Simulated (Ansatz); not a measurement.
Band structure of Na3La (Fm-3m, 4 atoms in the cell).

```
CELL_PARAMETERS angstrom
      0.00000     4.18107     4.18107
      4.18107     0.00000     4.18107
      4.18107     4.18107     0.00000
ATOMIC_POSITIONS crystal
  Na 0.25000 0.25000 0.25000
  Na 0.75000 0.75000 0.75000
  Na 0.50000 0.50000 0.50000
  La 0.00000 0.00000 0.00000
```

Level of theory: PBEsol, PAW files made with PBE (plane waves; Ansatz, a quantum-chemistry and plane-wave program).

Settings: basis.ecutwfc = 420 eV; kpoints.mp_grid.grid = 5 5 5; hamiltonian.xc = pbesol; hamiltonian.pseudopotentials = {kind: paw} (the program's default PAW files); scf.occupations.method = fermi_dirac; scf.occupations.width = 0.1 eV; kpoints.band_path.npoints = 8.

The starting cell comes from a database of computed structures (which also holds hypothetical and non-ambient phases and stackings), without a prior relaxation at this level.

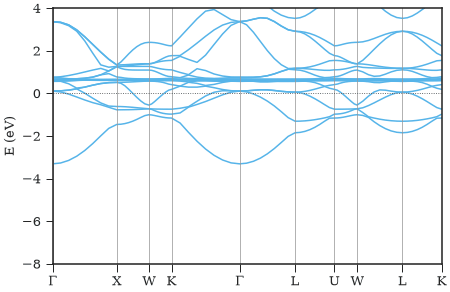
Bands along the path, energies from the Fermi level.

Levels in eV from the Fermi level, bands 16 to 23:
```json
[
 {"point": "Γ", "16": "-17.58", "17": "-3.31", "18": "0.11", "19": "0.11", "20": "0.11", "21": "0.56", "22": "0.59", "23": "0.59"},
 {"point": "X", "16": "-17.59", "17": "-1.46", "18": "-0.77", "19": "-0.62", "20": "0.51", "21": "0.51", "22": "0.61", "23": "0.63"},
 {"point": "W", "16": "-17.59", "17": "-1.00", "18": "-0.72", "19": "-0.72", "20": "-0.55", "21": "0.58", "22": "0.58", "23": "0.63"},
 {"point": "K", "16": "-17.59", "17": "-1.16", "18": "-0.97", "19": "-0.74", "20": "0.19", "21": "0.41", "22": "0.59", "23": "0.63"},
 {"point": "L", "16": "-17.59", "17": "-1.85", "18": "-1.31", "19": "0.06", "20": "0.06", "21": "0.56", "22": "0.59", "23": "0.59"},
 {"point": "U", "16": "-17.59", "17": "-1.16", "18": "-0.97", "19": "-0.74", "20": "0.19", "21": "0.41", "22": "0.59", "23": "0.63"}
]
```

Bands cross the Fermi level along this path, so the cell is metallic at this level.

Keys are those of Ansatz 0.2.
